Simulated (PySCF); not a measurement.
Run report: C₃H₉ClOSi₂, excited-state calculation

The run: excited-state calculation of C₃H₉ClOSi₂. Method and program: TDDFT mPW1PW91/def2-SVPD, vertical, gas phase, core orbitals frozen in the response (PySCF 2.14.0).

The geometry comes from this level: GFN2-xTB. It belongs to a series of runs on one base structure; here: mPW1PW91/def2-SVPD; 12 states; conv 1e-08; aux def2-universal-jkfit.

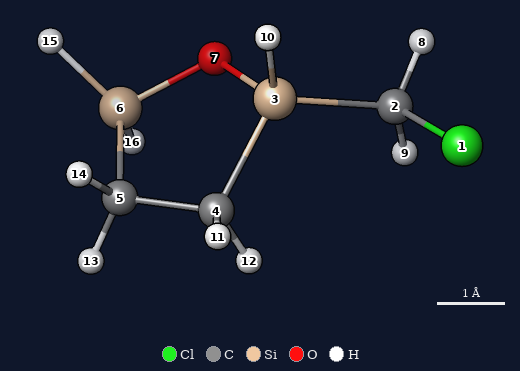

**Figure 1.** The structure as given in the input (ball-and-stick view, seen at a tilt; atoms are numbered from 1 in the order of the input).

Input
```
{"job": {"kind": "uv", "xc": "mPW1PW91", "basis": "def2-SVPD", "nstates": 12, "ntriplets": 0, "tda": false, "scf": {"conv": 1e-08, "aux": "def2-universal-jkfit"}}, "charge": 0, "multiplicity": 1}
Cl     3.115848    -1.643316    -0.809272
C      2.466899    -0.089862    -0.237474
Si     0.804799    -0.417478     0.625538
C     -0.632139    -0.840524    -0.550989
C     -1.881432    -0.142174     0.011535
Si    -1.313071     1.438265     0.919521
O      0.249610     1.009555     1.200730
H      3.205778     0.324267     0.442464
H      2.393920     0.558842    -1.107048
H      0.979922    -1.324474     1.757509
H     -0.810013    -1.907656    -0.677247
H     -0.417585    -0.444259    -1.546425
H     -2.612466     0.033811    -0.777283
H     -2.362767    -0.806732     0.732037
H     -1.931013     1.624464     2.225084
H     -1.263889     2.636216     0.088484
```

The first line tells a small driver script what to run in PySCF; the rest is the geometry in Å.

Machine: 1 CPU thread, shared host.

Command:
```bash
OMP_NUM_THREADS=1 python <driver script> task.json out
```

Log
```
final grid: 128784 points
cycle   1  E = -1233.6554456112  dE =  7.158e-01  |g| = 7.877e-01  |ddm| = 5.335e+00
cycle   2  E = -1233.4310794612  dE =  2.244e-01  |g| = 1.313e+00  |ddm| = 2.558e+00
cycle   3  E = -1233.7784149655  dE = -3.473e-01  |g| = 1.235e-01  |ddm| = 1.544e+00
cycle   4  E = -1233.7813823863  dE = -2.967e-03  |g| = 5.422e-02  |ddm| = 2.694e-01
cycle   5  E = -1233.7821300202  dE = -7.476e-04  |g| = 1.209e-02  |ddm| = 8.040e-02
cycle   6  E = -1233.7821688163  dE = -3.880e-05  |g| = 2.044e-03  |ddm| = 2.508e-02
cycle   7  E = -1233.7821698585  dE = -1.042e-06  |g| = 6.366e-04  |ddm| = 4.540e-03
cycle   8  E = -1233.7821699565  dE = -9.805e-08  |g| = 2.280e-04  |ddm| = 1.260e-03
cycle   9  E = -1233.7821699706  dE = -1.408e-08  |g| = 3.780e-05  |ddm| = 4.434e-04
cycle  10  E = -1233.7821699710  dE = -3.693e-10  |g| = 7.067e-06  |ddm| = 8.900e-05
converged SCF energy = -1233.7821699710

Static polarisability (au): isotropic 97.577, principal 83.769 91.313 117.648

Singlet excitations
state   eV       nm        f      main configurations
  1   6.6464    186.5   0.01479   H->L 0.81, H->L+2 0.13
  2   7.0143    176.8   0.00901   H-1->L 0.93
  3   7.2204    171.7   0.00620   H-2->L 0.71, H-2->L+2 0.19
  4   7.3183    169.4   0.00960   H->L+2 0.63, H-3->L 0.14, H->L 0.10
  5   7.4310    166.8   0.00619   H->L+3 0.75, H-3->L 0.08
  6   7.5064    165.2   0.01476   H-1->L+1 0.32, H-3->L 0.28, H->L+1 0.20
  7   7.6002    163.1   0.00078   H->L+1 0.23, H-1->L+2 0.20, H-3->L 0.18
  8   7.6507    162.1   0.01508   H-1->L+1 0.46, H->L+1 0.30
  9   7.7662    159.6   0.02859   H-1->L+2 0.59, H-3->L 0.17, H->L+1 0.10
 10   7.9140    156.7   0.00173   H-4->L 0.61
 11   7.9573    155.8   0.00950   H-2->L+3 0.47, H-2->L+2 0.31, H-1->L+3 0.08
 12   8.0304    154.4   0.00218   H-1->L+3 0.39, H->L+4 0.31
```

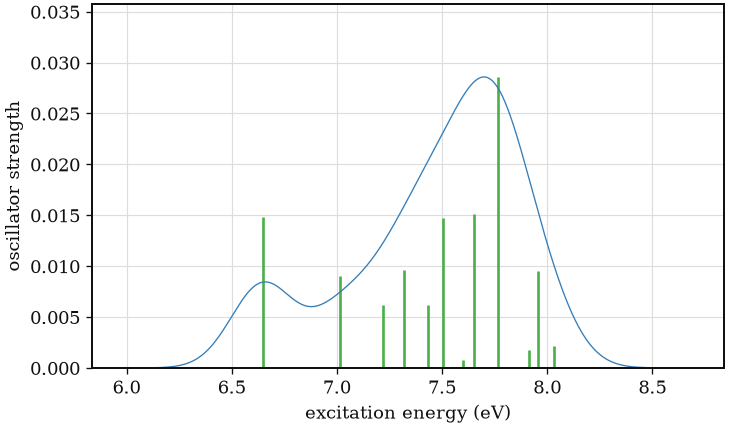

**Figure 2.** Computed excitations as sticks (degenerate states added up, dark ones marked on the axis), with a Gaussian envelope of 0.35 eV full width at half maximum, scaled to the tallest. Of the 12 states the lowest lies at 6.65 eV (f = 0.015); the strongest line is at 7.77 eV, or 160 nm (f = 0.029).

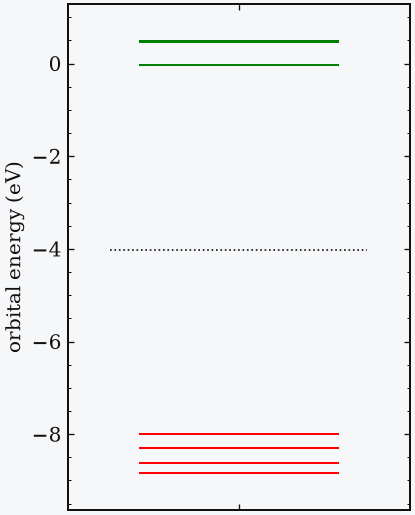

**Figure 3.** Orbital energies near the frontier; the dotted line parts filled from empty levels, and levels within 0.02 eV of each other stand side by side. Highest filled −8.00 eV, lowest empty −0.04 eV, 7.96 eV apart.

Key numbers

| quantity | value |
| --- | --- |
| outcome | converged |
| total energy | −1233.782170 hartree |
| HOMO | −8.00 eV |
| LUMO | −0.04 eV |
| dipole moment | 1.96 D |
| mean polarisability | 97.58 a.u. |
| lowest excitation | 6.65 eV |
| wall time | 1.7 min |
| peak memory | 0.94 GiB |

Remarks

Settings chosen away from the usual ones: mPW1PW91/def2-SVPD; 12 states; conv 1e-08; aux def2-universal-jkfit.
